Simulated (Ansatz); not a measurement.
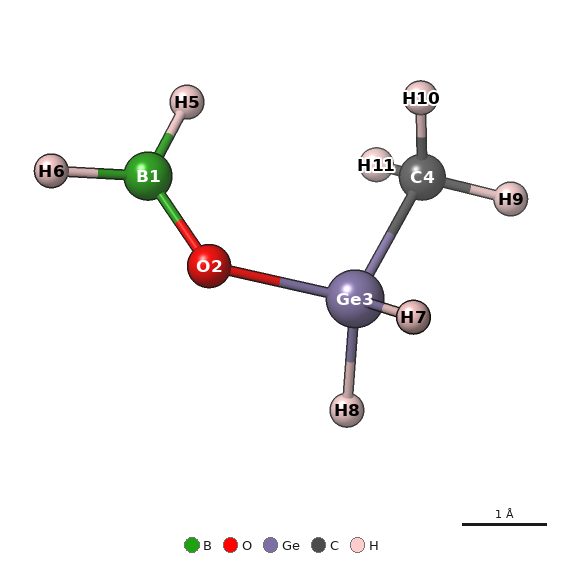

Orthographic view. Depth is shown by fading: the farther an atom, the more it takes the colour of the background. The geometry was computed by an optimisation with PBE-D4/def2-SVP. No frequency run is at hand to confirm it as a minimum.

List the bonded neighbours of every atom.

B1: O2, H5, H6
O2: B1, Ge3
Ge3: O2, C4, H7, H8
C4: Ge3, H9, H10, H11
H5: B1
H6: B1
H7: Ge3
H8: Ge3
H9: C4
H10: C4
H11: C4
